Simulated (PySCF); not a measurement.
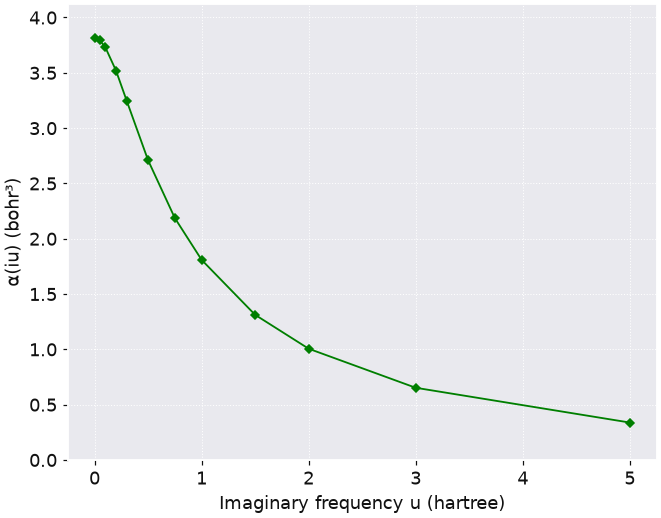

Dipole polarisability at imaginary frequency of an atom or ion with 25 electrons in the configuration [Ar] 3d⁷. Coupled response at the PBE level; PySCF, x2c-TZVPPall plus 1 diffuse shell for each l, spin-free X2C-1e, unrestricted single determinants, no spin-orbit coupling.

Which species is it, and what does the curve give?

Co²⁺ (cobalt, Z = 27). The static dipole polarisability is 3.81 bohr³; α(iu) falls to half of it near u = 0.93 hartree. The Casimir–Polder integral gives C₆ = 10.9 hartree bohr⁶ for two such species.
